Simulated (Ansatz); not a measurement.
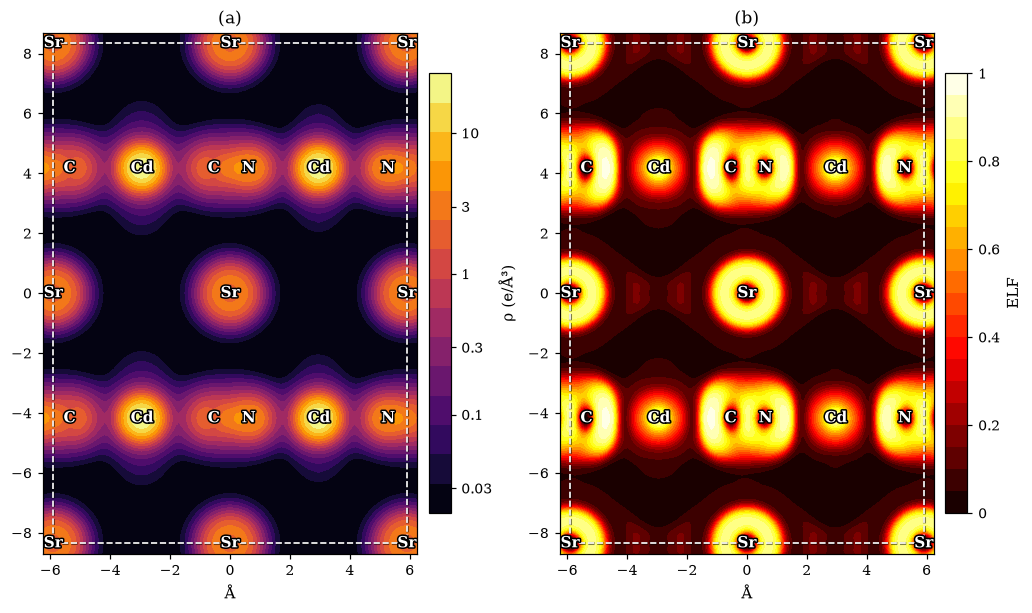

*SrCdC₃N₃. (a) valence electron density; (b) ELF on the (011) plane of the conventional cell.*

Space group Fm-3m; a structure generated by program, which may or may not match a known phase.

Level of theory: DFT PBE, scalar-relativistic, plane waves, PAW in Ansatz.

SrCdC₃N₃, 64 atoms, a = 11.81 Å, b = 11.81 Å, c = 11.81 Å, α = 90.00°, β = 90.00°, γ = 90.00°.

What does the map show?

- Atoms in the plane: Sr, Cd, C and N.
- C–N (1.17 Å): the density is about 3.6 e/Å³ at the midpoint; the ELF peaks at about 0.85 between the atoms.
- Cd–N (2.33 Å): ρ is about 0.39 e/Å³ halfway; the ELF peaks at about 0.90 in the valence shell of N, 0.7 Å from its nucleus, and drops to about 0.10 between the two atoms (no localised pair shows between them).
- Cd–C (2.41 Å): the density is about 0.37 e/Å³ at the midpoint; the ELF peaks at about 0.95 in the valence shell of C, 0.6 Å from its nucleus, and drops to about 0.15 between the two atoms.
- Sr–C (4.21 Å): ρ is about 0.02 e/Å³ halfway; the ELF is about 0.05 at the midpoint (no shared electron pair shows on this line).
- Sr–N (4.22 Å): ρ at the midpoint is about 0.02 e/Å³; the ELF is about 0.05 at the midpoint (no shared electron pair shows on this line).
- Between the atoms the lowest density in this plane is 0.009 e/Å³.
- The features right at Sr and Cd lie inside the PAW spheres, where the map follows smoothed inner orbitals and isn't to be read closely.
